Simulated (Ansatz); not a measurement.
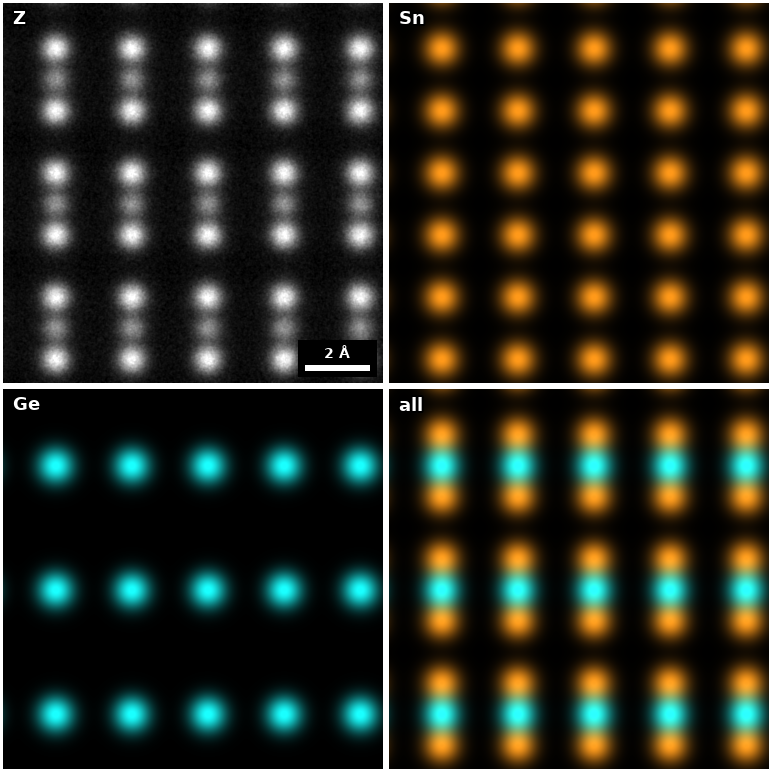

A crystal along [211]. Panel Z: Simulation: incoherent imaging, intensity Z^1.7 per atom, probe width 0.62 Å, thin sample. The probe carries 25 % of its weight in a tail 2.5 times as wide. The display is stretched by a gamma of 0.8; percentages refer to the linear signal. Shot noise was added. The other panels are simulated element maps (the number of atoms of one element along the beam, blurred by 0.9 Å; each on its own scale, no channelling); the last overlays them.

### Which columns does each element occupy?

The projected cell (2.40 × 3.93 Å, 90°) holds 3 columns: 2 of Sn and 1 of Ge. No column is shared by two of the mapped elements. The brightest columns of the Z-contrast image hold Sn.

The crystal is Sn$_{2}$Ge (Fm-3m, No. 225). Structure: coordinates from a relaxation with DFT LDA, scalar-relativistic, plane waves, PAW (Ansatz); the starting structure was generated, so it need not be a known form of this composition.
